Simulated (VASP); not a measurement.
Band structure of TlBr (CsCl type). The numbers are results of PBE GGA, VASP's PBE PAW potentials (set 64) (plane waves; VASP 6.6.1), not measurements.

Unless said otherwise, spin-orbit coupling is left out, though it shifts the bands of the heavy elements here.

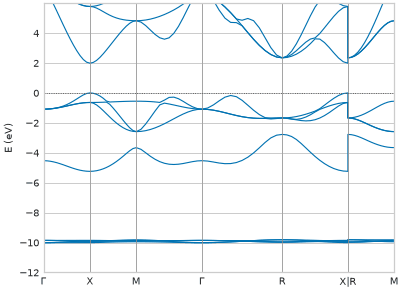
*Bands along high-symmetry lines, zero at the valence-band maximum or, without a gap, the Fermi level*

### Question
Read the plot: is there a gap, and where are the band edges?

### Answer
The gap is direct, 1.99 eV, from the valence maximum at X to the conduction minimum at X. (Edges off the drawn lines would not show.)

The compound is TlBr in the CsCl type structure. It was relaxed first.
